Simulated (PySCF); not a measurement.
C₈H₇N, SMILES C#Cc1cccc(N)c1 at its GFN2-xTB optimised geometry (Å):

```
16

C     -1.9587     2.8968     0.0056
C     -1.3661     1.8528    -0.0018
C     -0.6669     0.6208    -0.0045
C      0.7280     0.6084    -0.0063
C      1.3941    -0.6028    -0.0045
C      0.6941    -1.7943     0.0000
C     -0.7023    -1.7943     0.0000
N     -1.4040    -2.9809    -0.0708
C     -1.3757    -0.5754     0.0000
H     -2.4744     3.8104     0.0056
H      1.2720     1.5406    -0.0073
H      2.4744    -0.6207    -0.0033
H      1.2224    -2.7372     0.0018
H     -2.3699    -2.9472     0.2118
H     -0.9113    -3.8104     0.2178
H     -2.4567    -0.5577     0.0017
```

Level of theory: PBE0/def2-TZVP in PySCF. Cells within 0.4 Å of a nucleus heavier than hydrogen are left out (blank, or x).

Map of the deformation density (molecule minus spherical neutral atoms) (e/bohr³) on the plane z = 0.0 Å:

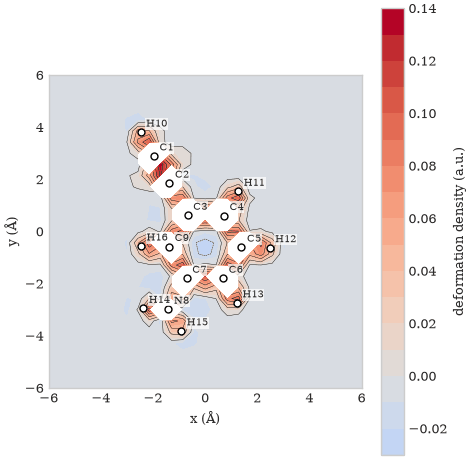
Figure. Deformation density (molecule minus spherical neutral atoms) (e/bohr³) on the plane z = 0.0 Å.
